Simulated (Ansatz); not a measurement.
# CrI3: pressure series

Start from CrI₃ in the BiI3 type structure (space group R-3, No. 148; a = 6.656 Å, c = 18.623 Å (hexagonal axes); ferromagnetic; layered, stacked along the Cartesian z axis).

Cell and atoms are relaxed at each pressure.

All numbers come from Ansatz (an electronic-structure program) PBEsol-D3(BJ), without spin-orbit coupling.

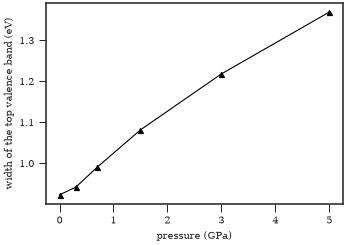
Figure: Width of the top valence band against pressure

Problem. From the plot, what is the width of the top valence band for pressure 0.7 GPa?

Solution. About 0.99 eV.

Problem. Is the trend monotonic over the range shown?

Solution. Yes, it rises throughout, spanning 0.92 eV to 1.37 eV.

The magnetic state is the one reached from the starting moments; the real material's order can differ, and small cells can't hold many antiferromagnetic ones. Spin-orbit coupling, missing from the scalar runs, can matter with I. The levels and masses belong to the bands next to the band gap. Load acts through the strain it causes; cell and atoms are relaxed under it. Whether these cells are dynamically stable was not tested. No other phases were tried under pressure. The D3 term's C6 switches between coordination references near this geometry, which can add small steps to energies.
